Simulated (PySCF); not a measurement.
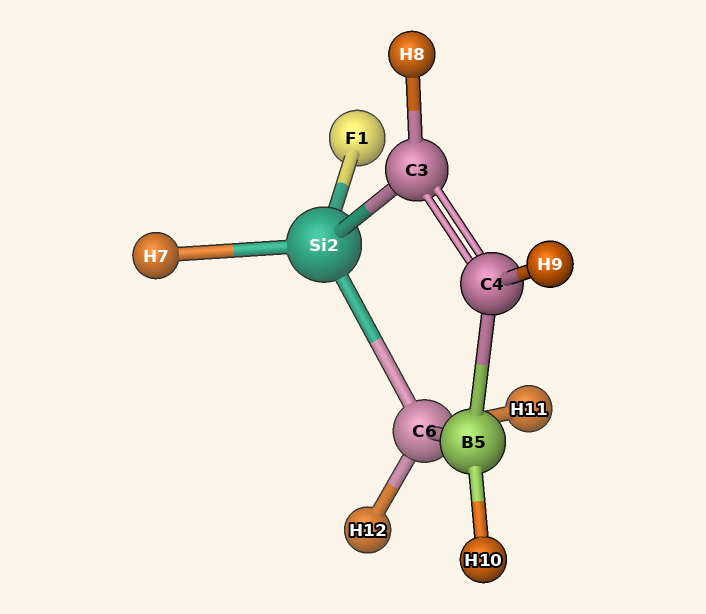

C6 lies behind B5. The molecule seen a little off the B5–C6 bond, B5 in front. Depth is shown by fading: the farther an atom, the more it takes the colour of the background. Computed geometry: PBE0-D3(BJ)/def2-SVP optimisation. No frequency run is at hand to confirm it as a minimum.

Question: What is the torsion angle C4–B5–C6–Si2? The sign is positive where the front bond must turn clockwise to cover the back bond.

Answer: −27°, synperiplanar.
